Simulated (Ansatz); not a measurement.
Starting cell, HfO₂ (fluorite):

```
HfO2
1.0
    0.00000     2.54906     2.54906
    2.54906     0.00000     2.54906
    2.54906     2.54906     0.00000
Hf O
1 2
Direct
  0.00000   0.00000   0.00000
  0.25000   0.25000   0.25000
  0.75000   0.75000   0.75000
```

A phonon eigenvector at Γ is frozen into this cell: atom i moves by Q times the vector below, so Q is the largest atomic displacement, in Å. The cell is held. It is one choice among 3 degenerate patterns.

```csv
atom,x,y,z
Hf1,0.000,0.000,-0.179
O2,0.000,0.000,1.000
O3,0.000,0.000,1.000
```

Method: PBE (plane waves to 420 eV, PAW, scalar-relativistic; Ansatz, a program for electronic structure). k mesh 11×11×11 (Γ-centred), Fermi-Dirac smearing 0.05 eV. The energy includes the smearing's −TS. HfO2 is run without spin polarisation. HfO2 was relaxed with its symmetry unable to fall. Spin-orbit coupling is left out, though Hf is heavy. The PAW data are Ansatz's earlier set. This is a high-temperature form of HfO2. The zero of ΔE is the undisplaced structure.

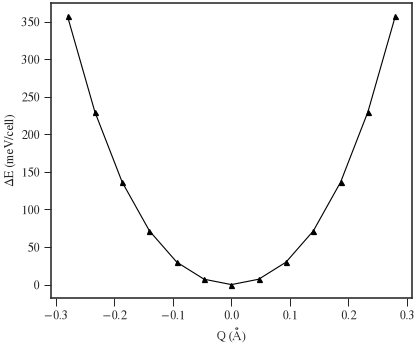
*ΔE (meV/cell) against Q (Å); one marker a computed point.*

**Question.** What is the energy change at Q = 0.280 Å?

**Answer.** About 360 meV/cell.

**Question.** What harmonic wavenumber does the curvature at Q = 0 give?

**Answer.** About 220 cm⁻¹.

(A displaced cell: forces are minus the slopes of the energy, force constants its curvatures, and phonons follow from these.)
